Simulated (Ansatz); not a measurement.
## Electronic structure of CH₂ClGe (SMILES [CH2]=[Ge][Cl]) (doublet) in real space

Input file:

```
basis:
  gaussian:
    orbitals: def2-TZVPD
crystal:
  periodic: [false, false, false]
  atoms:
    - {symbol: C, position_ang: [-1.059049, 0.226479, -0.073059]}
    - {symbol: Cl, position_ang: [1.715173, 0.272000, 1.377182]}
    - {symbol: Ge, position_ang: [-0.170551, 1.474842, 1.161756]}
    - {symbol: H, position_ang: [-0.619647, -0.705577, -0.429806]}
    - {symbol: H, position_ang: [-2.060537, 0.431817, -0.458123]}
output:
  forces: true
  orbitals: {seedname: orbitals}
hamiltonian:
  xc: pbe0
magnetization:
  spin_polarized: true
  initial_magnetization: 1
total_charge: 0
```

Command:

```sh
ansatz run input.yaml --threads 1 --pin off --max-ram 2610MiB --events-out events.jsonl --progress --plain --runs-dir runs
```

Geometry: B3LYP/6-31G*.

Method: isolated molecule in a Gaussian basis; Kohn-Sham density functional theory, functional PBE0 (Ansatz 0.2.0).

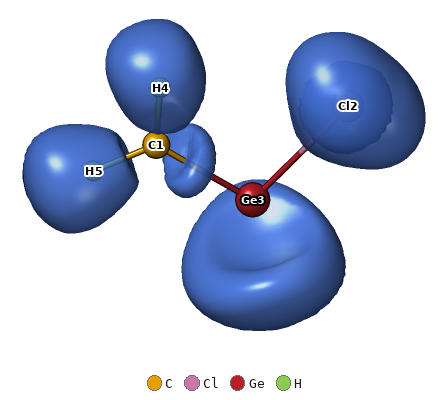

Figure 1. Isosurface of the electron localisation function at 0.8 (blue), seen at a tilt. Core shells and regions of very low density are left out.

Question: Describe the localisation domains.

Answer: The surface consists of two regions around hydrogen nuclei, one lobe of the valence shell of C pointing towards Ge (polar bonds), one lobe on Ge, pointing away from the bonds (non-bonding electrons) and one region wrapped around Cl (its valence shell).


C–Ge (1.97 Å): the ELF peaks at about 0.95 in the valence shell of C, 0.7 Å from its nucleus, and is about 0.65 at the midpoint. Ge–Cl (2.25 Å): the ELF peaks at about 0.85 in the valence shell of Cl, 0.8 Å from its nucleus, and is about 0.65 at the midpoint.

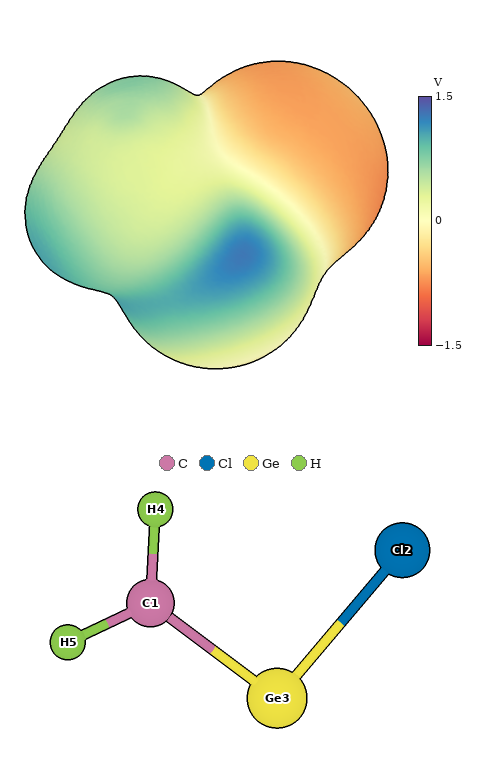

Figure 2. The electrostatic potential painted on the density surface at 0.001 e/bohr³, seen at a tilt; red is negative and blue positive. The bare structure is drawn below in the same view.

Question: Which sites attract a positive test charge, and which a negative one?

Answer: A positive charge is drawn to the negative regions and a negative charge to the positive ones. The most negative region (about −0.8 V, or −18 kcal/mol for a unit charge) lies over Cl2, the most positive (about +1.2 V, or +28 kcal/mol for a unit charge) over Ge3.

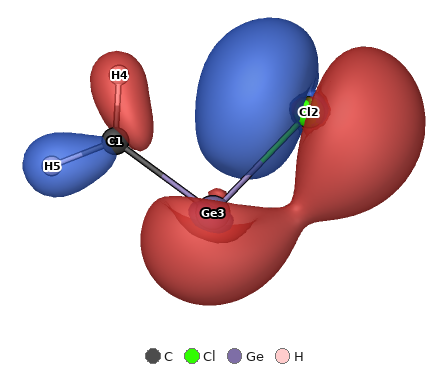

Figure 3. The HOMO−1 (β) at ±0.08 Å⁻³ᐟ² (red and blue are the two phases), seen at a tilt.

Question: What is the character of this orbital?

Answer: By Hirshfeld shares it lies mainly on Cl2 (about 80 %) and Ge3 (about 15 %); it is symmetric in the molecular plane (an in-plane orbital: σ, lone-pair or in-plane π type); largely a lone pair of Cl2. Its energy is −8.90 eV.

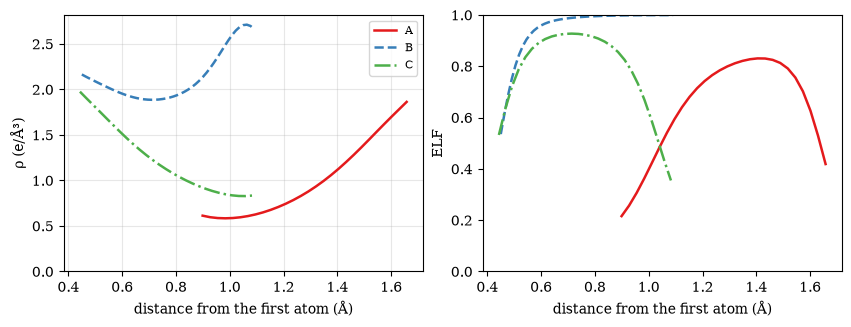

Figure 4. Electron density and ELF along straight lines between neighbouring atoms. The curves leave out the atomic cores.

Question: Which curve belongs to which contact (C–Ge, C–H and Ge–Cl)? The first atom named is at distance zero.

Answer: Curve A: Ge–Cl (2.25 Å): the density is about 0.65 e/Å³ at the midpoint, with its minimum of 0.58 e/Å³ about 1.0 Å from Ge; the ELF peaks at about 0.85 in the valence shell of Cl, 0.8 Å from its nucleus, and is about 0.65 at the midpoint. Curve B: C–H (1.09 Å): ρ is about 2 e/Å³ halfway; the ELF climbs to about 1 towards the hydrogen, as it does in any bond to H; an ordinary covalent bond to hydrogen. Curve C: C–Ge (1.97 Å): ρ at the midpoint is about 0.85 e/Å³; the ELF peaks at about 0.95 in the valence shell of C, 0.7 Å from its nucleus, and is about 0.65 at the midpoint.
